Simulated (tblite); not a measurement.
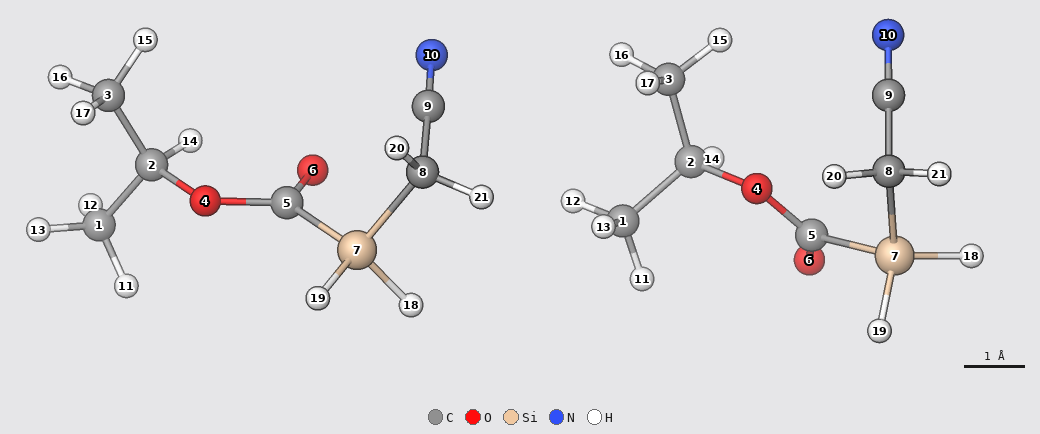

Two geometries of C6H11NO2Si, drawn at one scale. One is the start of a relaxation, the other its converged end. A ball-and-stick model, seen at a tilt.

Method: GFN2-xTB geometry optimisation, gas phase (tblite). 

### Which geometry has the lower energy?

The right one is the relaxed one. Over 196 geometry steps the energy falls by 95.6 kJ/mol. O6 moves most after the best rigid fit: 1.69 Å. Largest moves by element: O 1.69 Å, H 1.50 Å, N 1.28 Å, C 1.09 Å, Si 0.57 Å. Among the contacts that change: C5–Si7 1.837 → 1.920 Å, C5–O6 1.270 → 1.206 Å, O4–C5 1.387 → 1.329 Å, Si7–C8 1.871 → 1.921 Å. Among the angles between lasting bonds that change: O4–C5–Si7 123.7° → 109.5°, O4–C5–O6 116.5° → 124.8°, H15–C3–H16 103.0° → 109.2°. Groups turn about C5–Si7 by about 90°, C1–C2 by about 35°, C2–O4 by about 30°. The run took 3 s on 1 thread of Arm Neoverse N1, with other jobs on the host.
